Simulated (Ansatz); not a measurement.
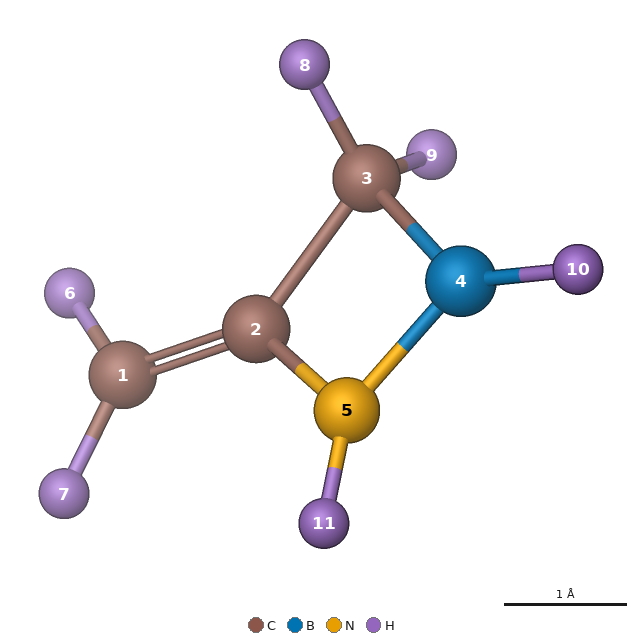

Orthographic view. Distant atoms are faded towards the background colour. The computed structure is the end point of a PBE-D4/def2-SVP optimisation. No frequency run is at hand to confirm it as a minimum.

Give the geometry as a Z-matrix, atoms in numerical order, with these reference atoms: 2 to 1; 3 to 2, 1; 4 to 3, 2, 1; 5 to 2, 1, 3; 6 to 1, 2, 5; 7 to 1, 6, 2; 8 to 3, 2, 1; 9 to 3, 8, 2; 10 to 4, 5, 2; 11 to 5, 2, 1.

```
C  
C    1   1.344
C    2   1.533   1   135.7
B    3   1.610   2    82.7   1  -179.9
N    2   1.418   1   130.9   3   180.0
H    1   1.099   2   120.0   5   180.0
H    1   1.101   6   118.3   2   180.0
H    3   1.109   2   114.3   1    63.0
H    3   1.109   8   108.5   2   128.9
H    4   1.211   5   130.2   2   180.0
H    5   1.023   2   126.8   1     0.0
```
